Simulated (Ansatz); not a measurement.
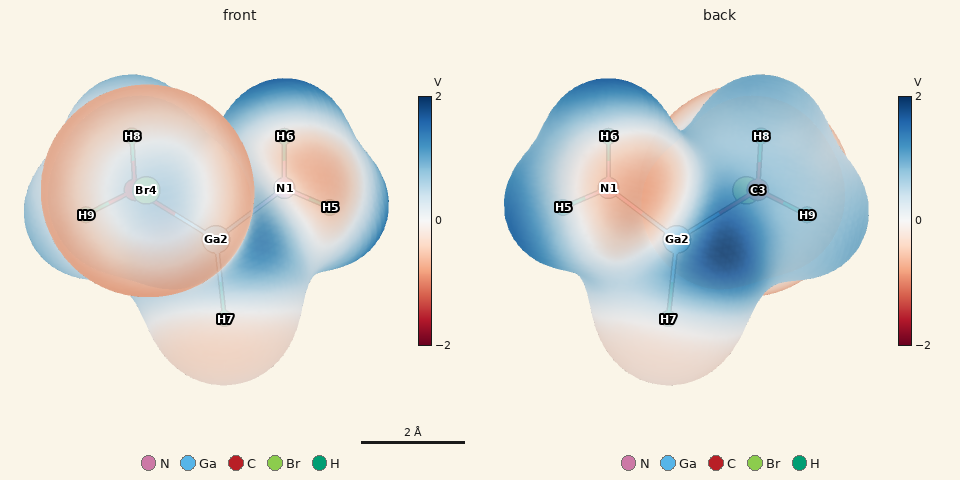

*CH5BrGaN (SMILES [NH2][GaH][CH2]Br). The electrostatic potential painted on the density surface at 0.002 e/bohr³, seen from the front and from behind; red is negative and blue positive.*

Method: RKS B3LYP/def2-SVP in Ansatz.

The calculation's input:

```
crystal:
  periodic: [false, false, false]
  atoms:
    - { symbol: "N", position_ang: [-0.3509, 1.7005, -0.9932] }
    - { symbol: Ga, position_ang: [0.9281, 0.5278, 0.12] }
    - { symbol: C, position_ang: [0.1937, -1.0792, 0.7581] }
    - { symbol: Br, position_ang: [1.22993, -2.59379, 0.92293] }
    - { symbol: H, position_ang: [-0.77, 1.0805, -1.7433] }
    - { symbol: H, position_ang: [-1.0647, 1.7326, -0.2017] }
    - { symbol: H, position_ang: [1.6343, 0.0553, -0.6745] }
    - { symbol: H, position_ang: [-0.64073, -1.05565, 1.53746] }
    - { symbol: H, position_ang: [-0.30823, -0.97102, -0.26689] }
basis:
  gaussian: { orbitals: def2-SVP }
hamiltonian:
  xc: b3lyp
relax:
  f_tol: 0.015
  max_steps: 40
output:
  orbitals: {}
```

Launched as:

```sh
ansatz run input.yaml --threads 2 --pin off --max-ram 3072MiB --backend cpu --events-out ev --progress --plain --runs-dir out
```

The fields are those of the relaxed geometry.

> Describe the electrostatic potential map.

The most negative region (about −0.7 V) lies over N1 and Br4, the most positive (about +1.8 V) over Ga2. Br4 shows a σ-hole: about +0.4 V at the tip opposite its bond, against about −0.6 V on its flanks.
